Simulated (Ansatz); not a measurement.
# Calculations on CH₄Zn and related structures

**1. Relaxation**

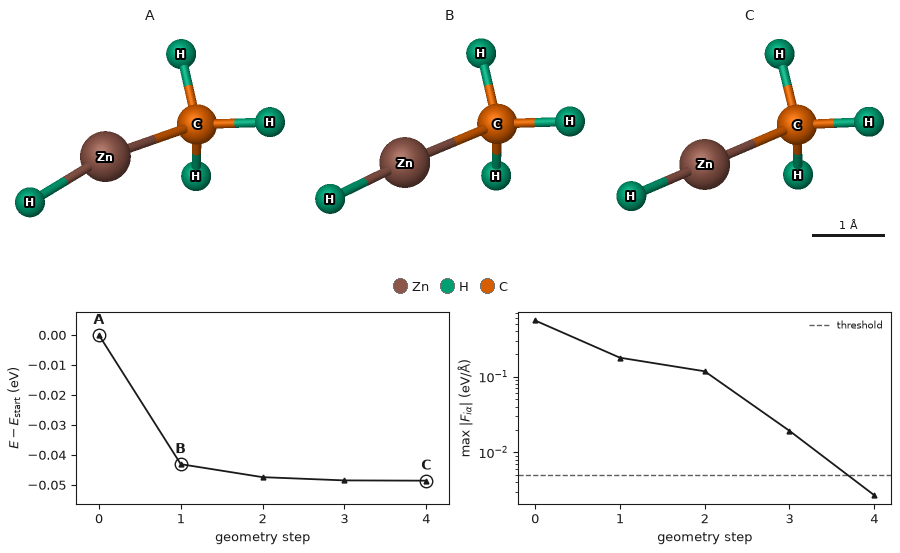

Frames of a relaxation of CH₄Zn, marked on the history of the run. The picture is a ball-and-stick view, seen from a free direction.

It is one of the separated reactants of a reaction.

Method: RKS PBE0-D4/def2-TZVP in Ansatz 0.2.0.

Input file:
```yaml
crystal:
  periodic: [false, false, false]
  atoms:
    - {symbol: Zn, position_ang: [-0.162129, 0.342994, -1.024990]}
    - {symbol: H, position_ang: [-0.065104, -0.134271, -2.505947]}
    - {symbol: C, position_ang: [-0.323744, 1.319962, 0.663477]}
    - {symbol: H, position_ang: [-1.092341, 0.868539, 1.298449]}
    - {symbol: H, position_ang: [-0.591499, 2.368743, 0.514453]}
    - {symbol: H, position_ang: [0.617915, 1.299792, 1.221942]}
basis:
  gaussian: {orbitals: def2-TZVP}
hamiltonian: {xc: pbe0, dispersion: d4}
relax: {f_tol: 0.005, max_steps: 200}
```

Launched with:
```bash
ansatz run in.yaml --threads 4 --pin off --events-out ev --progress --plain --max-ram 9574MiB
```

Q: What happens along the run?

A: Zn1 moves most after the best rigid fit: 0.13 Å. Largest moves by element: Zn 0.13 Å, H 0.10 Å, C 0.01 Å. Near-neighbour distances that change, for instance: Zn1–C3 1.957 → 1.941 Å, Zn1–H2 1.559 → 1.544 Å. Among the angles between lasting bonds that change: H2–Zn1–C3 167.8° → 180.0°. The energy falls by 0.049 eV in 4 geometry steps. The largest force component goes from 0.55 to 0.0027 eV/Å. From step 0 to 1: Zn1 moves most (0.10 Å), energy −0.043 eV. From step 1 to 4: H2 moves most (0.04 Å), energy −0.006 eV.

```csv
step,"E − E(0), eV","largest force component, eV/Å"
0,0.0000,0.5541
1,-0.0431,0.1784
2,-0.0474,0.1179
3,-0.0485,0.0192
4,-0.0486,0.0027
```

**2. Relaxation**

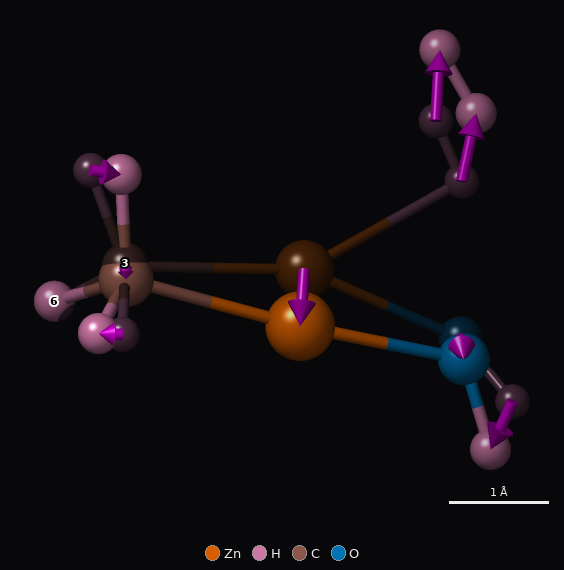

This is a relaxation of CH6OZn (started from a transition state, displaced along its imaginary mode). The starting structure is drawn faded, the final one solid; purple arrows show the displacements, at their true length. The two geometries are superimposed by the best rigid fit.

Style: ball-and-stick. Shown at a tilt.

These are results of Ansatz, RKS PBE0-D4/def2-TZVP, not measurements.

Input file:
```yaml
crystal:
  periodic: [false, false, false]
  atoms:
    - {symbol: Zn, position_ang: [-0.030039, -0.249417, -0.052217]}
    - {symbol: H, position_ang: [0.149258, -0.830525, -2.009236]}
    - {symbol: C, position_ang: [-0.406874, 1.499179, 0.735150]}
    - {symbol: H, position_ang: [0.249829, -1.357242, -1.576285]}
    - {symbol: O, position_ang: [0.340984, -2.084288, -0.140621]}
    - {symbol: H, position_ang: [-1.342632, 1.451296, 1.306385]}
    - {symbol: H, position_ang: [-0.474525, 2.328690, 0.026307]}
    - {symbol: H, position_ang: [0.405092, 1.719325, 1.449326]}
    - {symbol: H, position_ang: [1.109107, -2.477020, 0.261291]}
basis:
  gaussian: {orbitals: def2-TZVP}
hamiltonian: {xc: pbe0, dispersion: d4}
relax: {f_tol: 0.005, max_steps: 200}
```

Command:
```bash
ansatz run in.yaml --threads 4 --pin off --events-out ev --progress --plain --max-ram 9574MiB
```

Q: Describe the change and its energy.

A: The largest move after the best rigid fit is that of H2, 0.74 Å. Largest moves by element: H 0.74 Å, Zn 0.60 Å, O 0.38 Å, C 0.13 Å. Near-neighbour distances that change, for instance: Zn1–H2 2.049 → 3.217 Å, Zn1–H4 1.905 → 2.906 Å, Zn1–O5 1.874 → 1.783 Å, H2–H4 0.689 → 0.749 Å. Bonds break, among them: Zn1–H4 (1.90 → 2.91 Å). Bond angles that change, for instance: C3–Zn1–O5 158.9° → 176.6°, Zn1–O5–H9 122.9° → 117.1°, Zn1–C3–H7 115.4° → 110.2°. Over 13 accepted moves (14 points after the start) the energy falls by 0.858 eV. Largest force component: 3.1 eV/Å at the start, 0.0039 eV/Å at the end. The line search rejected the trial step at point 10 of the run. The forces were under the threshold at step 12, but the run went on from there.

**3. Reaction**

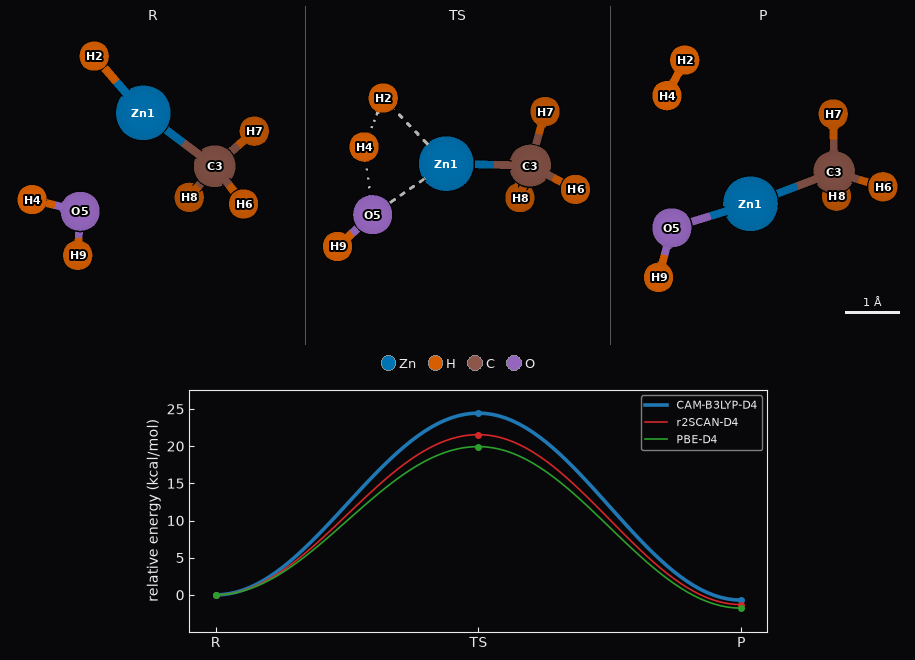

A reaction step of CH₆OZn, with its energy diagram. Style: ball-and-stick. Shown from a free direction. Dashed sticks mark bonds that form or break.

Stationary points at PBE0-D4/def2-TZVP, single-point energies with CAM-B3LYP-D4, r2SCAN-D4, PBE-D4 (def2-TZVPP where no basis is named; Ansatz 0.2.0). The energies are electronic, without zero-point or thermal terms, and both ends are the minima reached downhill from the saddle, with any fragments still in contact.

### Describe the step and its energetics.

Counted by bonded pieces, R holds CH₄Zn + H₂O and P holds CH₄OZn + H₂. From R over the saddle to P, bonds form: Zn1–O5 (2.35 → 1.98 → 1.78 Å), H2–H4 (2.95 → 1.00 → 0.75 Å). Bonds break: Zn1–H2 (1.56 → 1.87 → 3.22 Å), H4–O5 (0.96 → 1.28 → 2.51 Å). The saddle has one imaginary mode, 1228i cm⁻¹. With CAM-B3LYP-D4 the barrier is 24.4 kcal/mol from R and 25.1 kcal/mol from P, and P lies 0.7 kcal/mol below R.

```tsv
level	barrier from R (kcal/mol)	barrier from P (kcal/mol)	P less R (kcal/mol)
CAM-B3LYP-D4	24.4	25.1	−0.7
r2SCAN-D4	21.6	22.9	−1.3
PBE-D4	19.9	21.7	−1.8
```

**4. Reaction**

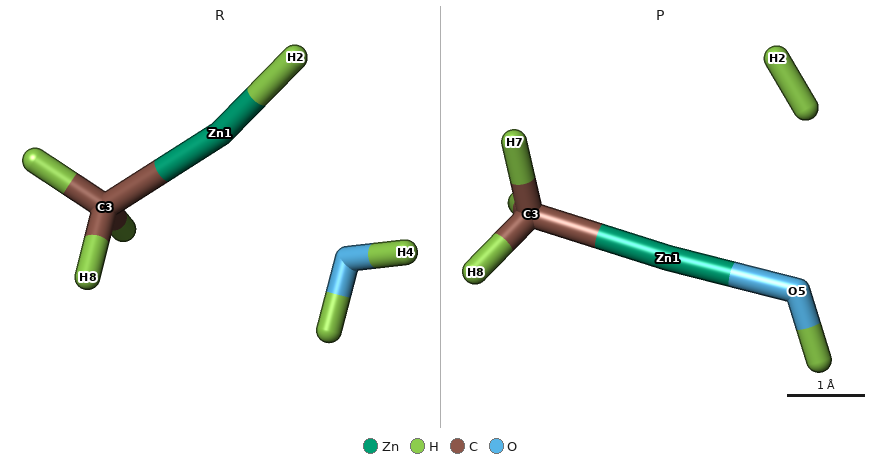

Reactant (R) and product (P) of one elementary step of CH₆OZn. A stick model, seen at a tilt.

Stationary points at PBE0-D4/def2-TZVP, single-point energies with CCSD(T)/CBS (def2-TZVPP where no basis is named; Ansatz 0.2.0). The energies are electronic, without zero-point or thermal terms, and both ends are the minima reached downhill from the saddle, with any fragments still in contact. CCSD(T)/CBS stands for a frozen core with 3s3p of Cu, Zn: MP2 correlation extrapolated from def2-TZVPP and def2-QZVPP, CCSD(T) minus MP2 from the smaller set.

R:
```xyz
9

Zn   -0.1753    0.3302   -1.0270
H    -0.0861   -0.1617   -2.5037
C    -0.3329    1.3232    0.6524
H     0.7050   -2.3861   -0.7298
O     0.2630   -1.7939   -0.1158
H    -1.0905    0.8698    1.2991
H    -0.6141    2.3672    0.4948
H     0.6139    1.3197    1.2025
H     0.7173   -1.8683    0.7275
```

P:
```xyz
9

Zn    0.1708   -0.3574    0.4995
H    -0.0901   -0.6756   -2.6915
C    -0.3712    1.4507    0.8502
H     0.1434   -1.2468   -2.2667
O     0.6561   -2.0188    0.0702
H    -1.3701    1.4780    1.2901
H    -0.3895    2.0251   -0.0785
H     0.3212    1.9375    1.5399
H     0.9295   -2.5927    0.7868
```

### What is the transition state like, and how high is the barrier?

Counted by bonded pieces, R holds CH₄Zn + H₂O and P holds CH₄OZn + H₂. From R over the saddle to P, bonds form: Zn1–O5 (2.35 → 1.98 → 1.78 Å), H2–H4 (2.95 → 1.00 → 0.75 Å). Bonds break: Zn1–H2 (1.56 → 1.87 → 3.22 Å), H4–O5 (0.96 → 1.28 → 2.51 Å). The saddle has one imaginary mode, 1228i cm⁻¹. With CCSD(T)/CBS the barrier is 1.05 eV from R and 1.17 eV from P, and P lies 0.12 eV below R.

Saddle geometry:

```xyz
9

Zn   -0.0561   -0.1388   -0.2109
H     0.1357   -0.7692   -1.9623
C    -0.4032    1.5128    0.7472
H     0.3358   -1.5475   -1.3609
O     0.3082   -2.0845   -0.2028
H    -1.3323    1.4298    1.3153
H    -0.4938    2.3520    0.0559
H     0.4057    1.7271    1.4489
H     1.1001   -2.4817    0.1698
```

The saddle point in the same view, with dashed sticks for the bonds that form or break:

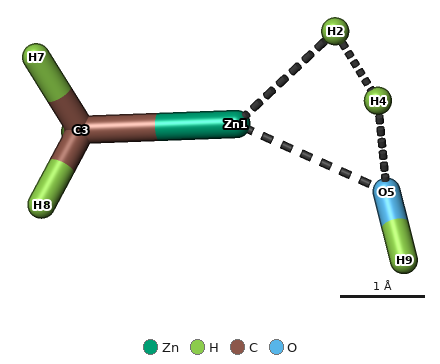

**5. Path**

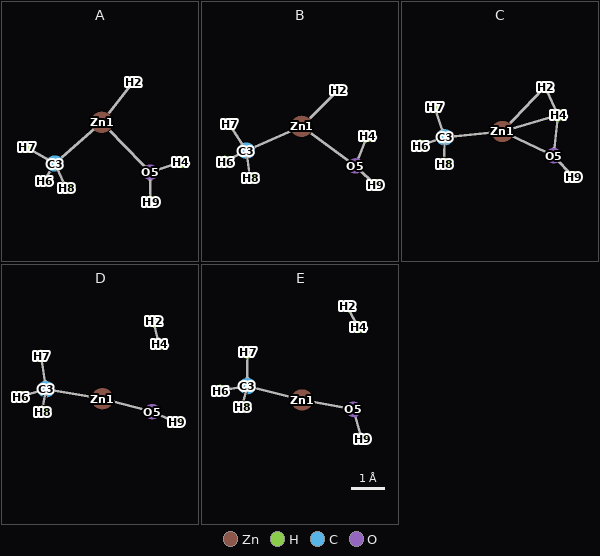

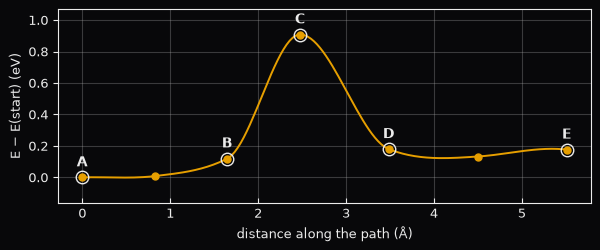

A nudged-elastic-band calculation for CH₆OZn, made up at the start of CH₄Zn and H₂O. Images are numbered from 0 (start) to 6 (end). Frames A to E are images 0, 2, 3, 4, 6. Style: ball-and-stick. Shown at a tilt.

Theory: RKS PBE0-D4/def2-SVP (Ansatz). Set-up: 5 movable images; climbing image.

> Read off the barrier and say what moves.

Breaking: H4–O5 (0.96 → 1.28 at the top → 2.51 Å), Zn1–H2 (1.56 → 1.91 at the top → 3.22 Å). Forming: H2–H4 (2.95 → 1.01 at the top → 0.75 Å). Relative to the start the highest point is image 3 at +0.91 eV and the end lies at +0.18 eV, but the profile dips to +0.13 eV at image 5 on the way, so an end point isn't at the bottom of its valley along this path. The band converged in 14 iterations. The largest component of the band force went from 5.2 to 0.045 eV/Å. The climbing image converged on the top of the path. Its curvatures weren't checked. The largest force component is 0.36 eV/Å at the start and 0.39 eV/Å at the end; an end with forces this large is no minimum, and the barrier measured from it can be far off.

The run took 110 s on 4 threads of Arm Neoverse V2 (shared host).
